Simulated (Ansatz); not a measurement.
## GaCl2F: molecular dynamics

GaCl2F, computed with RKS BLYP-d4/6-31G* (Ansatz 0.2.0).

The geometry comes from this level: r2SCAN-D4/def2-SVP.

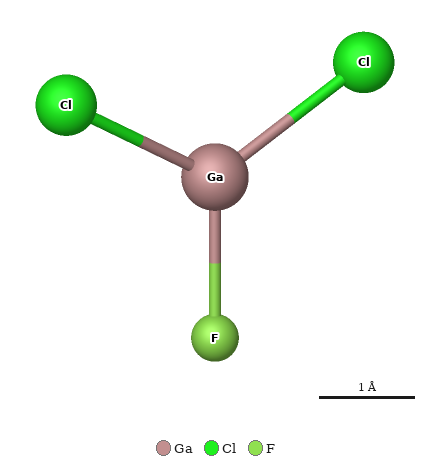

Figure 1. The input geometry (ball-and-stick view, seen at a tilt). Sticks mark near contacts.

The input:
```yaml
crystal:
  periodic: [false, false, false]
  atoms:
    - {symbol: Ga, position_ang: [-0.035702, -0.059937, -0.000356]}
    - {symbol: Cl, position_ang: [2.076529, -0.145464, 0.014521]}
    - {symbol: Cl, position_ang: [-1.116604, 1.756794, -0.015470]}
    - {symbol: F, position_ang: [-0.924224, -1.551393, 0.001315]}
basis:
  gaussian: {orbitals: "6-31G*"}
hamiltonian: {xc: {name: BLYP}, dispersion: d4}
md: {timestep: 1 fs, n_steps: 15, ensemble: nvt_nose_hoover, temperature: 1500, initial_velocities: maxwell_boltzmann, seed: 890}
scf: {omitted_lower_state_checks: [starts]}
```

Run as:
```bash
ansatz run in.yaml --threads 4 --pin off --events-out ev --progress --plain --max-ram 3916MiB
```

Output:
```
Functional definition: BLYP
  name "BLYP"
  cite "Becke, Phys. Rev. A 38, 3098 (1988) doi:10.1103/PhysRevA.38.3098"
  cite "Lee, Yang & Parr, Phys. Rev. B 37, 785 (1988) doi:10.1103/PhysRevB.37.785"
  parameter beta = 0.0042
  parameter a = 0.04918
  parameter b = 0.132
  parameter c = 0.2533
  parameter d = 0.349
  exchange = b88_x(beta = beta)
  correlation = lyp_c(a = a, b = b, c = c, d = d)
these checks for a lower state are left out or cut short: starts
970 factors; their error is unknown
mean field evaluation 1: about -80133.3601 eV, gradient 5.0e1 eV
mean field evaluation 2: about -80098.4415 eV, gradient 1.6e2 eV
mean field evaluation 4: about -80137.0342 eV, gradient 9.3e0 eV
mean field evaluation 8: about -80137.1514 eV, gradient 1.1e-1 eV
mean field -80137.15140644 eV, -2944.9859952744 hartree, gradient 5.5e-5 eV, S^2 0.000000; 0 other end points of the search recorded, 0 dependent functions left out
the calculation of the forces begins
reference -80137.15174606 eV, -2944.9860077554 hartree; 37, 37 occupied and 51, 51 virtual orbitals, 970 factors
md step     0: t =     0.00 fs  T =  1500.0 K  F+E_penalty+E_count = -80137.38749873 eV  E_kin = 0.387780 eV  conserved = -80136.99971873 eV  (23 SCF iters)
these checks for a lower state are left out or cut short: starts, cluster_reference, orbital_swaps, neighbouring_geometries, increment
970 factors; their error is unknown
mean field evaluation 16: about -80137.1823 eV, gradient 6.2e-1 eV
mean field -80137.15484457 eV, -2944.9861216233 hartree, gradient 1.7e-5 eV, S^2 0.000000; 0 other end points of the search recorded, 0 dependent functions left out
[... from here on the field's lines of each further geometry are left out, up to the last ...]
md step     1: t =     1.00 fs  T =  1511.7 K  F+E_penalty+E_count = -80137.39049509 eV  E_kin = 0.390802 eV  conserved = -80136.99969335 eV  (28 SCF iters)
md step     2: t =     2.00 fs  T =  1508.0 K  F+E_penalty+E_count = -80137.38950661 eV  E_kin = 0.389844 eV  conserved = -80136.99966177 eV  (28 SCF iters)
md step     3: t =     3.00 fs  T =  1490.5 K  F+E_penalty+E_count = -80137.38496154 eV  E_kin = 0.385335 eV  conserved = -80136.99962510 eV  (28 SCF iters)
md step     4: t =     4.00 fs  T =  1461.3 K  F+E_penalty+E_count = -80137.37736146 eV  E_kin = 0.377772 eV  conserved = -80136.99958729 eV  (28 SCF iters)
md step     5: t =     5.00 fs  T =  1422.3 K  F+E_penalty+E_count = -80137.36723704 eV  E_kin = 0.367687 eV  conserved = -80136.99955025 eV  (29 SCF iters)
md step     6: t =     6.00 fs  T =  1375.5 K  F+E_penalty+E_count = -80137.35511625 eV  E_kin = 0.355605 eV  conserved = -80136.99951636 eV  (27 SCF iters)
md step     7: t =     7.00 fs  T =  1323.0 K  F+E_penalty+E_count = -80137.34149419 eV  E_kin = 0.342025 eV  conserved = -80136.99948565 eV  (28 SCF iters)
md step     8: t =     8.00 fs  T =  1266.4 K  F+E_penalty+E_count = -80137.32681739 eV  E_kin = 0.327392 eV  conserved = -80136.99946002 eV  (29 SCF iters)
md step     9: t =     9.00 fs  T =  1207.2 K  F+E_penalty+E_count = -80137.31146659 eV  E_kin = 0.312091 eV  conserved = -80136.99943776 eV  (29 SCF iters)
md step    10: t =    10.00 fs  T =  1146.7 K  F+E_penalty+E_count = -80137.29575944 eV  E_kin = 0.296439 eV  conserved = -80136.99942042 eV  (28 SCF iters)
md step    11: t =    11.00 fs  T =  1085.8 K  F+E_penalty+E_count = -80137.27994730 eV  E_kin = 0.280690 eV  conserved = -80136.99940724 eV  (28 SCF iters)
md step    12: t =    12.00 fs  T =  1025.2 K  F+E_penalty+E_count = -80137.26422502 eV  E_kin = 0.265040 eV  conserved = -80136.99939728 eV  (28 SCF iters)
md step    13: t =    13.00 fs  T =   965.6 K  F+E_penalty+E_count = -80137.24874119 eV  E_kin = 0.249639 eV  conserved = -80136.99938931 eV  (28 SCF iters)
md step    14: t =    14.00 fs  T =   907.5 K  F+E_penalty+E_count = -80137.23361080 eV  E_kin = 0.234603 eV  conserved = -80136.99938304 eV  (29 SCF iters)
the calculation of the forces begins
reference -80136.99183448 eV, -2944.9801311130 hartree; 37, 37 occupied and 51, 51 virtual orbitals, 970 factors
these checks for a lower state are left out or cut short: starts
970 factors; their error is unknown
mean field -80136.99149282 eV, -2944.9801185575 hartree, gradient 2.3e-5 eV, S^2 0.000000; 0 other end points of the search recorded, 0 dependent functions left out
the calculation of the forces begins
reference -80136.99183448 eV, -2944.9801311130 hartree; 37, 37 occupied and 51, 51 virtual orbitals, 970 factors
md step    15: t =    15.00 fs  T =   851.1 K  F+E_penalty+E_count = -80137.21892640 eV  E_kin = 0.220023 eV  conserved = -80136.99937968 eV  (13 SCF iters)
```

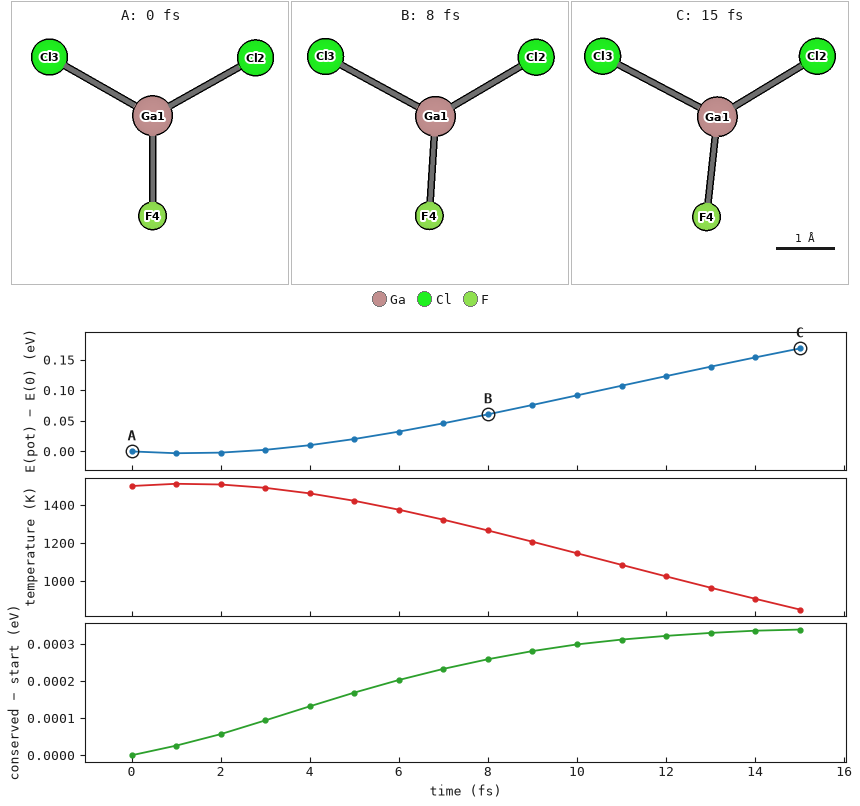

Figure 2. Frames of the molecular dynamics (ball-and-stick, seen at a tilt) above the curves, on which the letters mark them. The trajectory kept here has 16 frames over 15 fs. The temperature starts at 1500 K, ranges from 851 to 1512 K and averages 1057 K over the second half. The potential energy ends 0.169 eV above its first value. The conserved quantity stays within 0.00034 eV. After an unweighted best fit of the last frame on the first, the root-mean-square displacement is 0.09 Å.

```
Total energy: -80137.21926805 eV, -2944.9884891427 hartree
Atom 0 at     0.024293    -0.116774    -0.003504 Å, force    -1.867382     1.643448     0.001260 eV/Å
Atom 1 at     2.114595    -0.139819     0.017110 Å, force     0.900143    -0.062220     0.002463 eV/Å
Atom 2 at    -1.215204     1.837804    -0.014137 Å, force     0.936500    -1.239428     0.001105 eV/Å
Atom 3 at    -1.031450    -1.504497     0.005549 Å, force     0.030739    -0.341800    -0.004827 eV/Å
Dipole moment:     0.281215    -0.113353    -0.003735 e Å
Checks for a lower state left out: starts
```

Trajectory as extended XYZ (Å, eV, eV/Å), 16 frames, from step=0 to step=15:
```
4
Properties=species:S:1:pos:R:3:forces:R:3 step=0 time_fs=0.0 energy=-80137.38750 temperature=1500.0
Ga   -0.0357   -0.0599   -0.0004   -0.0449  -0.0752   0.0012
Cl    2.0765   -0.1455    0.0145    0.6497  -0.0065   0.0040
Cl   -1.1166    1.7568   -0.0155   -0.3150   0.5681  -0.0051
F    -0.9242   -1.5514    0.0013   -0.2898  -0.4865  -0.0001
4
Properties=species:S:1:pos:R:3:forces:R:3 step=1 time_fs=1.0 energy=-80137.39049 temperature=1511.7
Ga   -0.0309   -0.0647   -0.0006   -0.1989   0.2231  -0.0001
Cl    2.0774   -0.1450    0.0147    0.7084  -0.0112   0.0040
Cl   -1.1237    1.7628   -0.0154   -0.1815   0.3603  -0.0037
F    -0.9301   -1.5458    0.0016   -0.3280  -0.5722  -0.0002
4
Properties=species:S:1:pos:R:3:forces:R:3 step=2 time_fs=2.0 energy=-80137.38951 temperature=1508.0
Ga   -0.0262   -0.0695   -0.0008   -0.3479   0.4966  -0.0013
Cl    2.0784   -0.1446    0.0149    0.7639  -0.0156   0.0041
Cl   -1.1308    1.7689   -0.0153   -0.0550   0.1657  -0.0025
F    -0.9361   -1.5404    0.0019   -0.3610  -0.6467  -0.0004
4
Properties=species:S:1:pos:R:3:forces:R:3 step=3 time_fs=3.0 energy=-80137.38496 temperature=1490.5
Ga   -0.0215   -0.0742   -0.0010   -0.4921   0.7430  -0.0023
Cl    2.0797   -0.1442    0.0150    0.8156  -0.0198   0.0042
Cl   -1.1380    1.7750   -0.0152    0.0639  -0.0150  -0.0015
F    -0.9424   -1.5354    0.0022   -0.3874  -0.7082  -0.0005
4
Properties=species:S:1:pos:R:3:forces:R:3 step=4 time_fs=4.0 energy=-80137.37736 temperature=1461.3
Ga   -0.0169   -0.0788   -0.0012   -0.6318   0.9606  -0.0032
Cl    2.0812   -0.1438    0.0152    0.8626  -0.0239   0.0043
Cl   -1.1451    1.7811   -0.0151    0.1749  -0.1817  -0.0006
F    -0.9488   -1.5308    0.0025   -0.4058  -0.7550  -0.0005
4
Properties=species:S:1:pos:R:3:forces:R:3 step=5 time_fs=5.0 energy=-80137.36724 temperature=1422.3
Ga   -0.0124   -0.0833   -0.0014   -0.7673   1.1485  -0.0038
Cl    2.0829   -0.1434    0.0154    0.9042  -0.0278   0.0044
Cl   -1.1522    1.7872   -0.0150    0.2780  -0.3345   0.0001
F    -0.9554   -1.5265    0.0027   -0.4149  -0.7862  -0.0006
4
Properties=species:S:1:pos:R:3:forces:R:3 step=6 time_fs=6.0 energy=-80137.35512 temperature=1375.5
Ga   -0.0079   -0.0876   -0.0016   -0.8991   1.3066  -0.0043
Cl    2.0849   -0.1430    0.0155    0.9397  -0.0315   0.0044
Cl   -1.1592    1.7932   -0.0149    0.3734  -0.4739   0.0007
F    -0.9622   -1.5226    0.0030   -0.4139  -0.8012  -0.0008
4
Properties=species:S:1:pos:R:3:forces:R:3 step=7 time_fs=7.0 energy=-80137.34149 temperature=1323.0
Ga   -0.0036   -0.0917   -0.0018   -1.0272   1.4354  -0.0046
Cl    2.0871   -0.1426    0.0157    0.9683  -0.0351   0.0044
Cl   -1.1661    1.7991   -0.0149    0.4612  -0.6003   0.0011
F    -0.9693   -1.5192    0.0033   -0.4023  -0.8000  -0.0009
4
Properties=species:S:1:pos:R:3:forces:R:3 step=8 time_fs=8.0 energy=-80137.32682 temperature=1266.4
Ga    0.0005   -0.0956   -0.0020   -1.1516   1.5362  -0.0046
Cl    2.0896   -0.1422    0.0159    0.9896  -0.0386   0.0044
Cl   -1.1729    1.8048   -0.0148    0.5417  -0.7146   0.0014
F    -0.9765   -1.5161    0.0036   -0.3797  -0.7830  -0.0011
4
Properties=species:S:1:pos:R:3:forces:R:3 step=9 time_fs=9.0 energy=-80137.31147 temperature=1207.2
Ga    0.0045   -0.0993   -0.0022   -1.2719   1.6106  -0.0045
Cl    2.0924   -0.1418    0.0160    1.0029  -0.0421   0.0043
Cl   -1.1795    1.8103   -0.0147    0.6154  -0.8174   0.0016
F    -0.9840   -1.5134    0.0039   -0.3464  -0.7511  -0.0014
4
Properties=species:S:1:pos:R:3:forces:R:3 step=10 time_fs=10.0 energy=-80137.29576 temperature=1146.7
Ga    0.0083   -0.1028   -0.0024   -1.3877   1.6609  -0.0041
Cl    2.0954   -0.1414    0.0162    1.0079  -0.0455   0.0042
Cl   -1.1860    1.8155   -0.0146    0.6827  -0.9097   0.0017
F    -0.9916   -1.5112    0.0042   -0.3029  -0.7058  -0.0018
4
Properties=species:S:1:pos:R:3:forces:R:3 step=11 time_fs=11.0 energy=-80137.27995 temperature=1085.8
Ga    0.0120   -0.1061   -0.0027   -1.4982   1.6897  -0.0035
Cl    2.0987   -0.1411    0.0164    1.0042  -0.0489   0.0040
Cl   -1.1922    1.8206   -0.0145    0.7439  -0.9922   0.0017
F    -0.9994   -1.5092    0.0044   -0.2500  -0.6486  -0.0022
4
Properties=species:S:1:pos:R:3:forces:R:3 step=12 time_fs=12.0 energy=-80137.26423 temperature=1025.2
Ga    0.0154   -0.1091   -0.0029   -1.6024   1.6995  -0.0026
Cl    2.1023   -0.1407    0.0166    0.9917  -0.0522   0.0037
Cl   -1.1983    1.8253   -0.0144    0.7995  -1.0658   0.0016
F    -1.0073   -1.5077    0.0047   -0.1888  -0.5815  -0.0028
4
Properties=species:S:1:pos:R:3:forces:R:3 step=13 time_fs=13.0 energy=-80137.24874 temperature=965.6
Ga    0.0186   -0.1119   -0.0031   -1.6994   1.6933  -0.0015
Cl    2.1061   -0.1404    0.0168    0.9701  -0.0556   0.0034
Cl   -1.2042    1.8298   -0.0143    0.8499  -1.1311   0.0015
F    -1.0153   -1.5064    0.0050   -0.1206  -0.5066  -0.0034
4
Properties=species:S:1:pos:R:3:forces:R:3 step=14 time_fs=14.0 energy=-80137.23361 temperature=907.5
Ga    0.0216   -0.1144   -0.0033   -1.7881   1.6737  -0.0002
Cl    2.1102   -0.1401    0.0169    0.9396  -0.0589   0.0030
Cl   -1.2098    1.8340   -0.0142    0.8955  -1.1887   0.0013
F    -1.0234   -1.5053    0.0053   -0.0469  -0.4260  -0.0041
4
Properties=species:S:1:pos:R:3:forces:R:3 step=15 time_fs=15.0 energy=-80137.21893 temperature=851.1
Ga    0.0243   -0.1168   -0.0035   -1.8674   1.6434   0.0013
Cl    2.1146   -0.1398    0.0171    0.9001  -0.0622   0.0025
Cl   -1.2152    1.8378   -0.0141    0.9365  -1.2394   0.0011
F    -1.0314   -1.5045    0.0055    0.0307  -0.3418  -0.0048
```

Summary:

- outcome: finished
- mean temperature over the second half: 1057 K
- trajectory: 15 steps, 15 fs
- ensemble: nvt_nose_hoover
- temperature in the input: 1500 K
- time step: 1 fs
- potential energy (last step): −80137.2193 eV
- mean-field energy (last step): −80136.9918 eV
- dispersion energy (last step): −0.2274 eV
- SCF solution under orbital rotations (last step): stable
- largest force (length of the vector) (last step): 2.488 eV/Å
- dipole moment (last step): 1.46 D
- hardware: 4 threads of Arm Neoverse V1, 23 GiB of memory available, shared host
- wall time: 11 s (CPU time 41 s)
- peak memory: 0.34 GiB

Remarks:

So short a trajectory is not equilibrated.
